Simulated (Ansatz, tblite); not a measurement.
# BH2(CCH) (C₂H₃B): one state, many levels

Aim: run the singlet of BH2(CCH) (C₂H₃B) at one geometry on many levels, and compare frontier levels, spin and run time.

Computed with Ansatz 0.2.0, Gaussian basis. Level: as each input shows.

Levels to be run: GFN1-xTB, GFN2-xTB, PBE-D4/def2-TZVP, r2SCAN-D4/def2-TZVP, CAM-B3LYP-D4/def2-TZVP, ωB97M-V/def2-TZVP, ωB97X-V/def2-TZVP, BHLYP-D4/def2-TZVP, r2SCANh-D4/def2-TZVP, PBE-QIDH/def2-TZVP, LC-ωPBE/def2-TZVP, PBE-D4/def2-SVP, PBE0-D4/def2-SVP, HF/STO-3G, HF/6-31G, B3LYP-D4/6-31G, PBE0-D4/def2-TZVPD, PBE-D4/def2-TZVPD, r2SCAN-D4/def2-TZVPD, CCSD(T)/def2-TZVPP, MP2/def2-TZVP, RPA/def2-TZVP, CCSD(T)/def2-TZVPD.

## 1. The relaxed structure

The geometry is that of the singlet, from an earlier relaxation (PBE0-D4/def2-TZVP).

6 atoms, charge 0, spin multiplicity 1.

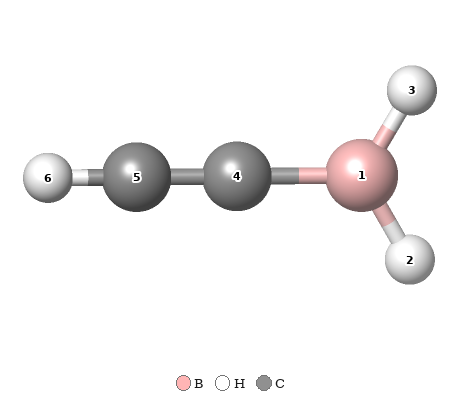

The geometry (boron pink, hydrogen white, carbon grey); atoms are numbered from 1 in the order of the file.

PBE0-D4/def2-TZVP was run before; its log isn't repeated, and its numbers join the tables.

## 2. GFN1-xTB

Tight binding, by tblite at 300 K electronic temperature and without a spin-polarisation term:

```python
tblite.interface.Calculator('GFN1-xTB', numbers, positions, charge=0, uhf=0).singlepoint()
```

Energy -194.1399 eV, HOMO -12.02 eV, LUMO -8.44 eV; 0.002 s.

## 3. GFN2-xTB

Tight binding, by tblite at 300 K electronic temperature and without a spin-polarisation term:

```python
tblite.interface.Calculator('GFN2-xTB', numbers, positions, charge=0, uhf=0).singlepoint()
```

Energy -189.2387 eV, HOMO -11.01 eV, LUMO -7.59 eV; 0.001 s.

## 4. PBE-D4/def2-TZVP

start.molden holds the orbitals of an earlier run on this state, given as this run's starting guess.

Input file in.yaml:

```yaml
crystal:
  periodic: [false, false, false]
  atoms:
    - {symbol: B, position_ang: [0.567418, 0.980661, 0.005112]}
    - {symbol: H, position_ang: [1.756942, 0.978431, 0.102251]}
    - {symbol: H, position_ang: [-0.026673, 2.011663, -0.087076]}
    - {symbol: C, position_ang: [-0.184160, -0.318011, -0.001395]}
    - {symbol: C, position_ang: [-0.789886, -1.365047, -0.006941]}
    - {symbol: H, position_ang: [-1.323651, -2.287687, -0.011960]}
basis:
  gaussian: {orbitals: def2-TZVP, initial_orbitals: start.molden}
hamiltonian: {xc: pbe, dispersion: d4}
scf: {omitted_lower_state_checks: [starts]}
output: {forces: true, orbitals: {seedname: orbitals}}
```

Run with:

```sh
ansatz run in.yaml --threads 4 --pin off --events-out ev --progress --plain --max-ram 3916MiB
```

Output:

```text
Functional definition: PBE
  name "PBE"
  cite "Perdew, Burke & Ernzerhof, Phys. Rev. Lett. 77, 3865 (1996) doi:10.1103/PhysRevLett.77.3865"
  parent pbe
  parameter kappa = 0.804
  parameter beta = 0.06672455060314922
  exchange = pbe_x(kappa = kappa, mu = beta*pi^2/3)
  correlation = pbe_c(beta = beta)
these checks for a lower state are left out or cut short: starts
661 factors; their error is unknown
mean field evaluation 1: about -2793.4562 eV, gradient 6.0e0 eV
mean field evaluation 2: about -2793.5073 eV, gradient 5.7e-2 eV
mean field evaluation 4: about -2793.4920 eV, gradient 2.3e-4 eV
mean field -2793.49197650 eV, -102.6589366397 hartree, gradient 2.3e-5 eV, S^2 0.000000; 0 other end points of the search recorded, 0 dependent functions left out
the calculation of the forces begins
reference -2793.49201338 eV, -102.6589379950 hartree; 10, 10 occupied and 101, 101 virtual orbitals, 661 factors
Total energy: -2793.56133924 eV, -102.6614856733 hartree
Atom 0 at     0.567418     0.980661     0.005112 Å, force    -0.079287    -0.136756    -0.001064 eV/Å
Atom 1 at     1.756942     0.978431     0.102251 Å, force     0.158020     0.008491     0.012747 eV/Å
Atom 2 at    -0.026673     2.011663    -0.087076 Å, force    -0.071344     0.141341    -0.011599 eV/Å
Atom 3 at    -0.184160    -0.318011    -0.001395 Å, force     0.592597     1.023710     0.005394 eV/Å
Atom 4 at    -0.789886    -1.365047    -0.006941 Å, force    -0.478268    -0.826524    -0.004581 eV/Å
Atom 5 at    -1.323651    -2.287687    -0.011960 Å, force    -0.121718    -0.210262    -0.000897 eV/Å
Dipole moment:    -0.112306    -0.194139    -0.001037 e Å
Checks for a lower state left out: starts
```

Run time: 0.45 s. Hardware: 4 threads of Arm Neoverse V2, shared host.

Report: HOMO -6.88 eV, LUMO -3.37 eV.

## 5. r2SCAN-D4/def2-TZVP

in.yaml: that of step 4 with these lines changed.

```diff
@@ -11,4 +11,4 @@
   gaussian: {orbitals: def2-TZVP, initial_orbitals: start.molden}
-hamiltonian: {xc: pbe, dispersion: d4}
+hamiltonian: {xc: r2scan, dispersion: d4}
 scf: {omitted_lower_state_checks: [starts]}
-output: {forces: true, orbitals: {seedname: orbitals}}
+output: {orbitals: {seedname: orbitals}}
```

The command is unchanged.

Output:

```text
Functional definition: r2SCAN
  name "r2SCAN"
  cite "Furness, Kaplan, Ning, Perdew & Sun, J. Phys. Chem. Lett. 11, 8208 (2020) doi:10.1021/acs.jpclett.0c02405"
  cite "Furness, Kaplan, Ning, Perdew & Sun, J. Phys. Chem. Lett. 11, 9248 (2020) doi:10.1021/acs.jpclett.0c03077"
  parent r2scan
  parameter k0 = 0.174
  parameter k1 = 0.065
  parameter a1 = 4.9479
  exchange = r2scan_x(k0 = k0, k1 = k1, a1 = a1)
  correlation = r2scan_c
these checks for a lower state are left out or cut short: starts
661 factors; their error is unknown
mean field evaluation 1: about -2795.7475 eV, gradient 3.6e0 eV
mean field evaluation 2: about -2795.7681 eV, gradient 2.1e-2 eV
mean field evaluation 4: about -2795.7566 eV, gradient 1.8e-4 eV
mean field -2795.75663030 eV, -102.7421611315 hartree, gradient 1.7e-5 eV, S^2 0.000000; 0 other end points of the search recorded, 0 dependent functions left out
reference -2795.75664136 eV, -102.7421615379 hartree; 10, 10 occupied and 101, 101 virtual orbitals, 661 factors
Total energy: -2795.77301075 eV, -102.7427631020 hartree
Checks for a lower state left out: starts
```

It took 0.75 s on 4 threads of Arm Neoverse V2, shared host.

From the report: HOMO -7.09 eV, LUMO -3.05 eV.

## 6. CAM-B3LYP-D4/def2-TZVP

in.yaml: that of step 5 with these lines changed.

```diff
@@ -11,3 +11,3 @@
   gaussian: {orbitals: def2-TZVP, initial_orbitals: start.molden}
-hamiltonian: {xc: r2scan, dispersion: d4}
+hamiltonian: {xc: {name: CAM-B3LYP}, dispersion: d4}
 scf: {omitted_lower_state_checks: [starts]}
```

Launched as before.

Output (excerpt; [...] marks lines left out):

```text
Functional definition: CAM-B3LYP
  name "CAM-B3LYP"
  cite "Yanai, Tew & Handy, Chem. Phys. Lett. 393, 51 (2004) doi:10.1016/j.cplett.2004.06.011"
  cite "Iikura, Tsuneda, Yanai & Hirao, J. Chem. Phys. 115, 3540 (2001) doi:10.1063/1.1383587"
  cite "Becke, Phys. Rev. A 38, 3098 (1988) doi:10.1103/PhysRevA.38.3098"
  cite "Lee, Yang & Parr, Phys. Rev. B 37, 785 (1988) doi:10.1103/PhysRevB.37.785"
  cite "Vosko, Wilk & Nusair, Can. J. Phys. 58, 1200 (1980) doi:10.1139/p80-159"
[...]
  # Exact exchange under (alpha + beta erf(omega r))/r, Becke's under what is left of 1/r.
[...]
661 factors; their error is unknown
192 factors; integrals over basis functions are off by at most 2.8e-5 eV
[...]
mean field -2795.94800872 eV, -102.7491941587 hartree, gradient 1.2e-5 eV, S^2 0.000000; 0 other end points of the search recorded, 0 dependent functions left out
reference -2795.94811797 eV, -102.7491981736 hartree; 10, 10 occupied and 101, 101 virtual orbitals, 661 factors
Total energy: -2796.00552695 eV, -102.7513079147 hartree
Checks for a lower state left out: starts
```

Wall time 0.55 s (4 threads of Arm Neoverse V2, shared host).

Report: HOMO -9.45 eV, LUMO -1.28 eV.

## 7. ωB97M-V/def2-TZVP

in.yaml: that of step 6 with these lines changed.

```diff
@@ -11,3 +11,3 @@
   gaussian: {orbitals: def2-TZVP, initial_orbitals: start.molden}
-hamiltonian: {xc: {name: CAM-B3LYP}, dispersion: d4}
+hamiltonian: {xc: {name: wB97M-V}}
 scf: {omitted_lower_state_checks: [starts]}
```

The command is unchanged.

Output (excerpt; [...] marks lines left out):

```text
Functional definition: wB97M-V
  name "wB97M-V"
  cite "Mardirossian & Head-Gordon, J. Chem. Phys. 144, 214110 (2016) doi:10.1063/1.4952647"
  cite "Becke, J. Chem. Phys. 107, 8554 (1997) doi:10.1063/1.475007"
  cite "Vydrov & Van Voorhis, J. Chem. Phys. 133, 244103 (2010) doi:10.1063/1.3521275"
  # Of w^i u^j: cxij and so on, Table III.
[...]
  gx(w, u) = 1 - cx + cx01*u + cx10*w
  gss(w, u) = css00 + css04*u^4 + css10*w + css20*w^2 + css43*w^4*u^3
  gos(w, u) = cos00 + cos10*w + (cos20 + cos21*u)*w^2 + (cos60 + cos61*u)*w^6
[...]
      + integral(e_c_pw_mod_opposite_spin*gos(b97_w_opposite, b97_u_opposite)) + vv10(b, c)
[...]
661 factors; their error is unknown
187 factors; integrals over basis functions are off by at most 1.7e-5 eV
[...]
mean field -2796.30641156 eV, -102.7623652202 hartree, gradient 8.2e-6 eV, S^2 0.000000; 0 other end points of the search recorded, 0 dependent functions left out
reference -2796.30645561 eV, -102.7623668392 hartree; 10, 10 occupied and 101, 101 virtual orbitals, 661 factors
Total energy: -2796.30645561 eV, -102.7623668392 hartree
Checks for a lower state left out: starts
```

It took 1.4 s on 4 threads of Arm Neoverse V2, shared host.

From the report: HOMO -10.33 eV, LUMO -0.38 eV.

## 8. ωB97X-V/def2-TZVP

in.yaml: that of step 7 with these lines changed.

```diff
@@ -11,3 +11,3 @@
   gaussian: {orbitals: def2-TZVP, initial_orbitals: start.molden}
-hamiltonian: {xc: {name: wB97M-V}}
+hamiltonian: {xc: {name: wB97X-V}}
 scf: {omitted_lower_state_checks: [starts]}
```

Launched as before.

Output (excerpt; [...] marks lines left out):

```text
Functional definition: wB97X-V
  name "wB97X-V"
  cite "Mardirossian & Head-Gordon, Phys. Chem. Chem. Phys. 16, 9904 (2014) doi:10.1039/C3CP54374A"
  cite "Becke, J. Chem. Phys. 107, 8554 (1997) doi:10.1063/1.475007"
  cite "Vydrov & Van Voorhis, J. Chem. Phys. 133, 244103 (2010) doi:10.1063/1.3521275"
[...]
      + integral(e_c_pw_opposite_spin*poly(b97_u_opposite, cos0, cos1)) + vv10(b, c)
[...]
661 factors; their error is unknown
187 factors; integrals over basis functions are off by at most 1.7e-5 eV
[...]
mean field -2796.77884574 eV, -102.7797268563 hartree, gradient 1.1e-5 eV, S^2 0.000000; 0 other end points of the search recorded, 0 dependent functions left out
reference -2796.77884392 eV, -102.7797267893 hartree; 10, 10 occupied and 101, 101 virtual orbitals, 661 factors
Total energy: -2796.77884392 eV, -102.7797267893 hartree
Checks for a lower state left out: starts
```

Run time: 1.3 s. Hardware: 4 threads of Arm Neoverse V2, shared host.

Report: HOMO -10.44 eV, LUMO -0.18 eV.

## 9. BHLYP-D4/def2-TZVP

in.yaml: that of step 8 with these lines changed.

```diff
@@ -11,3 +11,3 @@
   gaussian: {orbitals: def2-TZVP, initial_orbitals: start.molden}
-hamiltonian: {xc: {name: wB97X-V}}
+hamiltonian: {xc: {name: BHLYP}, dispersion: d4}
 scf: {omitted_lower_state_checks: [starts]}
```

Same command.

Output:

```text
Functional definition: BHLYP
  name "BHLYP"
  cite "Becke, J. Chem. Phys. 98, 1372 (1993) doi:10.1063/1.464304"
  cite "Becke, Phys. Rev. A 38, 3098 (1988) doi:10.1103/PhysRevA.38.3098"
  cite "Lee, Yang & Parr, Phys. Rev. B 37, 785 (1988) doi:10.1103/PhysRevB.37.785"
  parameter a = 0.5
  exchange = (1 - a)*b88_x + a*exact_x
  correlation = lyp_c
these checks for a lower state are left out or cut short: starts
783 factors; their error is unknown
mean field evaluation 1: about -2796.0349 eV, gradient 4.9e0 eV
mean field evaluation 2: about -2796.0828 eV, gradient 5.3e-2 eV
mean field evaluation 4: about -2796.0989 eV, gradient 1.8e-4 eV
mean field -2796.09887612 eV, -102.7547384337 hartree, gradient 1.2e-5 eV, S^2 0.000000; 0 other end points of the search recorded, 0 dependent functions left out
reference -2796.09902888 eV, -102.7547440473 hartree; 10, 10 occupied and 101, 101 virtual orbitals, 783 factors
Total energy: -2796.17897175 eV, -102.7576818936 hartree
Checks for a lower state left out: starts
```

Wall time 0.45 s (4 threads of Arm Neoverse V2, shared host).

Report: HOMO -9.17 eV, LUMO -1.32 eV.

## 10. r2SCANh-D4/def2-TZVP

in.yaml: that of step 9 with these lines changed.

```diff
@@ -11,3 +11,3 @@
   gaussian: {orbitals: def2-TZVP, initial_orbitals: start.molden}
-hamiltonian: {xc: {name: BHLYP}, dispersion: d4}
+hamiltonian: {xc: {name: r2SCANh}, dispersion: d4}
 scf: {omitted_lower_state_checks: [starts]}
```

The command is unchanged.

Output (excerpt; [...] marks lines left out):

```text
Functional definition: r2SCANh
  name "r2SCANh"
  cite "Bursch, Neugebauer, Ehlert & Grimme, J. Chem. Phys. 156, 134105 (2022) doi:10.1063/5.0086040"
  cite "Furness, Kaplan, Ning, Perdew & Sun, J. Phys. Chem. Lett. 11, 8208 (2020) doi:10.1021/acs.jpclett.0c02405"
  cite "Furness, Kaplan, Ning, Perdew & Sun, J. Phys. Chem. Lett. 11, 9248 (2020) doi:10.1021/acs.jpclett.0c03077"
  parent r2scan
[...]
661 factors; their error is unknown
[...]
mean field -2795.62524934 eV, -102.7373329703 hartree, gradient 1.2e-5 eV, S^2 0.000000; 0 other end points of the search recorded, 0 dependent functions left out
reference -2795.62525948 eV, -102.7373333429 hartree; 10, 10 occupied and 101, 101 virtual orbitals, 661 factors
Total energy: -2795.64250130 eV, -102.7379669681 hartree
Checks for a lower state left out: starts
```

Run time: 0.85 s. Hardware: 4 threads of Arm Neoverse V2, shared host.

Report: HOMO -7.55 eV, LUMO -2.71 eV.

## 11. PBE-QIDH/def2-TZVP

in.yaml: that of step 10 with these lines changed.

```diff
@@ -11,4 +11,3 @@
   gaussian: {orbitals: def2-TZVP, initial_orbitals: start.molden}
-hamiltonian: {xc: {name: r2SCANh}, dispersion: d4}
+hamiltonian: {xc: {name: PBE-QIDH}}
 scf: {omitted_lower_state_checks: [starts]}
-output: {orbitals: {seedname: orbitals}}
```

Launched as before.

Output (excerpt; [...] marks lines left out):

```text
Functional definition: PBE-QIDH
  name "PBE-QIDH"
  cite "Brémond, Sancho-García, Pérez-Jiménez & Adamo, J. Chem. Phys. 141, 031101 (2014) doi:10.1063/1.4890314"
  cite "Perdew, Burke & Ernzerhof, Phys. Rev. Lett. 77, 3865 (1996) doi:10.1103/PhysRevLett.77.3865"
[...]
736 factors; integrals over basis functions are off by at most 1.3e-3 eV
[...]
mean field -2789.22792878 eV, -102.5022357761 hartree, gradient 1.2e-6 eV, S^2 0.000000; 0 other end points of the search recorded, 0 dependent functions left out
3 core orbitals not correlated: weight in the atoms' cores, before any rotation towards them, 1.000 or more for the frozen orbitals, at most 0.000 for the correlated occupied ones
reference -2789.22794025 eV, -102.5022361975 hartree; 7, 7 occupied and 101, 101 virtual orbitals, 736 factors
second order -12.18224004 eV of doubles, -0.00000000 eV of singles
Total energy: -2793.28868693 eV, -102.6514658855 hartree
Checks for a lower state left out: starts
```

It took 0.65 s on 4 threads of Arm Neoverse V2, shared host.

## 12. LC-ωPBE/def2-TZVP

in.yaml: that of step 11 with these lines changed.

```diff
@@ -11,3 +11,4 @@
   gaussian: {orbitals: def2-TZVP, initial_orbitals: start.molden}
-hamiltonian: {xc: {name: PBE-QIDH}}
+hamiltonian: {xc: {name: LC-wPBE}}
 scf: {omitted_lower_state_checks: [starts]}
+output: {orbitals: {seedname: orbitals}}
```

Same command.

Output (excerpt; [...] marks lines left out):

```text
Functional definition: LC-wPBE
  name "LC-wPBE"
  cite "Vydrov & Scuseria, J. Chem. Phys. 125, 234109 (2006) doi:10.1063/1.2409292"
  cite "Heyd & Scuseria, J. Chem. Phys. 120, 7274 (2004) doi:10.1063/1.1668634"
  cite "Ernzerhof & Perdew, J. Chem. Phys. 109, 3313 (1998) doi:10.1063/1.476928"
  cite "Perdew, Burke & Ernzerhof, Phys. Rev. Lett. 77, 3865 (1996) doi:10.1103/PhysRevLett.77.3865"
  parent pbe
[...]
661 factors; their error is unknown
230 factors; integrals over basis functions are off by at most 4.0e-5 eV
[...]
mean field -2795.17914852 eV, -102.7209390677 hartree, gradient 2.3e-5 eV, S^2 0.000000; 0 other end points of the search recorded, 0 dependent functions left out
reference -2795.17914853 eV, -102.7209390679 hartree; 10, 10 occupied and 101, 101 virtual orbitals, 661 factors
Total energy: -2795.17914853 eV, -102.7209390679 hartree
Checks for a lower state left out: starts
```

Run time: 0.5 s. Hardware: 4 threads of Arm Neoverse V2, shared host.

From the report: HOMO -10.85 eV, LUMO -0.12 eV.

## 13. PBE-D4/def2-SVP

in.yaml: that of step 12 with these lines changed.

```diff
@@ -10,4 +10,4 @@
 basis:
-  gaussian: {orbitals: def2-TZVP, initial_orbitals: start.molden}
-hamiltonian: {xc: {name: LC-wPBE}}
+  gaussian: {orbitals: def2-SVP, initial_orbitals: start.molden}
+hamiltonian: {xc: pbe, dispersion: d4}
 scf: {omitted_lower_state_checks: [starts]}
```

Same command.

Output:

```text
Functional definition: PBE
  name "PBE"
  cite "Perdew, Burke & Ernzerhof, Phys. Rev. Lett. 77, 3865 (1996) doi:10.1103/PhysRevLett.77.3865"
  parent pbe
  parameter kappa = 0.804
  parameter beta = 0.06672455060314922
  exchange = pbe_x(kappa = kappa, mu = beta*pi^2/3)
  correlation = pbe_c(beta = beta)
these checks for a lower state are left out or cut short: starts
644 factors; their error is unknown
mean field evaluation 1: about -2790.2729 eV, gradient 5.0e0 eV
mean field evaluation 2: about -2790.3558 eV, gradient 8.1e-2 eV
mean field evaluation 4: about -2790.3381 eV, gradient 4.3e-5 eV
mean field -2790.33805770 eV, -102.5430322616 hartree, gradient 5.1e-5 eV, S^2 0.000000; 0 other end points of the search recorded, 0 dependent functions left out
reference -2790.33808712 eV, -102.5430333427 hartree; 10, 10 occupied and 47, 47 virtual orbitals, 644 factors
Total energy: -2790.40741298 eV, -102.5455810211 hartree
Checks for a lower state left out: starts
```

Run time: 0.2 s. Hardware: 4 threads of Arm Neoverse V2, shared host.

Report: HOMO -6.79 eV, LUMO -3.29 eV.

## 14. PBE0-D4/def2-SVP

in.yaml: that of step 13 with these lines changed.

```diff
@@ -11,3 +11,3 @@
   gaussian: {orbitals: def2-SVP, initial_orbitals: start.molden}
-hamiltonian: {xc: pbe, dispersion: d4}
+hamiltonian: {xc: pbe0, dispersion: d4}
 scf: {omitted_lower_state_checks: [starts]}
```

Same command.

Output:

```text
Functional definition: PBE0
  name "PBE0"
  cite "Adamo & Barone, J. Chem. Phys. 110, 6158 (1999) doi:10.1063/1.478522"
  cite "Perdew, Burke & Ernzerhof, Phys. Rev. Lett. 77, 3865 (1996) doi:10.1103/PhysRevLett.77.3865"
  parent pbe
  parameter a = 0.25
  parameter kappa = 0.804
  parameter beta = 0.06672455060314922
  exchange = (1 - a)*pbe_x(kappa = kappa, mu = beta*pi^2/3) + a*exact_x
  correlation = pbe_c(beta = beta)
these checks for a lower state are left out or cut short: starts
644 factors; their error is unknown
mean field evaluation 1: about -2790.7121 eV, gradient 3.7e0 eV
mean field evaluation 2: about -2790.7477 eV, gradient 2.9e-2 eV
mean field evaluation 4: about -2790.7490 eV, gradient 2.6e-5 eV
mean field -2790.74902426 eV, -102.5581350041 hartree, gradient 2.6e-5 eV, S^2 0.000000; 0 other end points of the search recorded, 0 dependent functions left out
reference -2790.74904644 eV, -102.5581358191 hartree; 10, 10 occupied and 47, 47 virtual orbitals, 644 factors
Total energy: -2790.80651818 eV, -102.5602478667 hartree
Checks for a lower state left out: starts
```

Run time: 0.25 s. Hardware: 4 threads of Arm Neoverse V2, shared host.

HOMO -8.04 eV, LUMO -2.33 eV.

## 15. HF/STO-3G

in.yaml: that of step 14 with these lines changed.

```diff
@@ -10,4 +10,4 @@
 basis:
-  gaussian: {orbitals: def2-SVP, initial_orbitals: start.molden}
-hamiltonian: {xc: pbe0, dispersion: d4}
+  gaussian: {orbitals: STO-3G}
+hamiltonian: {xc: hf}
 scf: {omitted_lower_state_checks: [starts]}
```

Same command.

Output:

```text
Functional definition: HF
  name "HF"
  cite "Fock, Z. Phys. 61, 126 (1930) doi:10.1007/BF01340294"
  parent pbe
  exchange = exact_x
  correlation = 0
these checks for a lower state are left out or cut short: starts
238 factors; integrals over basis functions are off by at most 3.7e-5 eV
mean field evaluation 1: about -2742.4546 eV, gradient 1.5e1 eV
mean field evaluation 2: about -2742.4567 eV, gradient 1.5e1 eV
mean field evaluation 4: about -2743.4218 eV, gradient 2.3e0 eV
mean field evaluation 8: about -2743.4390 eV, gradient 1.1e-4 eV
mean field -2743.43831523 eV, -100.8194985156 hartree, gradient 2.7e-5 eV, S^2 0.000000; 0 other end points of the search recorded, 0 dependent functions left out
reference -2743.43831523 eV, -100.8194985156 hartree; 10, 10 occupied and 8, 8 virtual orbitals, 238 factors
Total energy: -2743.43831523 eV, -100.8194985156 hartree
Checks for a lower state left out: starts
```

Run time: 0.05 s. Hardware: 4 threads of Arm Neoverse V2, shared host.

From the report: HOMO -9.06 eV, LUMO 5.28 eV.

## 16. HF/6-31G

in.yaml: that of step 15 with these lines changed.

```diff
@@ -10,3 +10,3 @@
 basis:
-  gaussian: {orbitals: STO-3G}
+  gaussian: {orbitals: 6-31G}
 hamiltonian: {xc: hf}
```

Same command.

Output:

```text
Functional definition: HF
  name "HF"
  cite "Fock, Z. Phys. 61, 126 (1930) doi:10.1007/BF01340294"
  parent pbe
  exchange = exact_x
  correlation = 0
these checks for a lower state are left out or cut short: starts
476 factors; integrals over basis functions are off by at most 2.6e-4 eV
mean field evaluation 1: about -2775.7272 eV, gradient 1.8e1 eV
mean field evaluation 2: about -2775.7351 eV, gradient 1.8e1 eV
mean field evaluation 4: about -2776.9882 eV, gradient 2.7e0 eV
mean field evaluation 8: about -2777.0109 eV, gradient 7.2e-3 eV
mean field -2777.01094279 eV, -102.0532698218 hartree, gradient 2.3e-5 eV, S^2 0.000000; 0 other end points of the search recorded, 0 dependent functions left out
reference -2777.01094279 eV, -102.0532698218 hartree; 10, 10 occupied and 23, 23 virtual orbitals, 476 factors
Total energy: -2777.01094279 eV, -102.0532698218 hartree
Checks for a lower state left out: starts
```

Run time: 0.1 s. Hardware: 4 threads of Arm Neoverse V2, shared host.

HOMO -10.64 eV, LUMO 1.75 eV.

## 17. B3LYP-D4/6-31G

in.yaml: that of step 16 with these lines changed.

```diff
@@ -11,3 +11,3 @@
   gaussian: {orbitals: 6-31G}
-hamiltonian: {xc: hf}
+hamiltonian: {xc: {name: B3LYP}, dispersion: d4}
 scf: {omitted_lower_state_checks: [starts]}
```

Same command.

Output (excerpt; [...] marks lines left out):

```text
Functional definition: B3LYP
  name "B3LYP"
  cite "Stephens, Devlin, Chabalowski & Frisch, J. Phys. Chem. 98, 11623 (1994) doi:10.1021/j100096a001"
  cite "Becke, Phys. Rev. A 38, 3098 (1988) doi:10.1103/PhysRevA.38.3098"
  cite "Lee, Yang & Parr, Phys. Rev. B 37, 785 (1988) doi:10.1103/PhysRevB.37.785"
  cite "Vosko, Wilk & Nusair, Can. J. Phys. 58, 1200 (1980) doi:10.1139/p80-159"
[...]
476 factors; integrals over basis functions are off by at most 2.6e-4 eV
[...]
mean field -2796.31194750 eV, -102.7625686622 hartree, gradient 1.1e-5 eV, S^2 0.000000; 0 other end points of the search recorded, 0 dependent functions left out
reference -2796.31213419 eV, -102.7625755231 hartree; 10, 10 occupied and 23, 23 virtual orbitals, 476 factors
Total energy: -2796.42431344 eV, -102.7666980343 hartree
Checks for a lower state left out: starts
```

Run time: 0.2 s. Hardware: 4 threads of Arm Neoverse V2, shared host.

HOMO -7.60 eV, LUMO -2.22 eV.

(Part 1 of 2 ends here.)
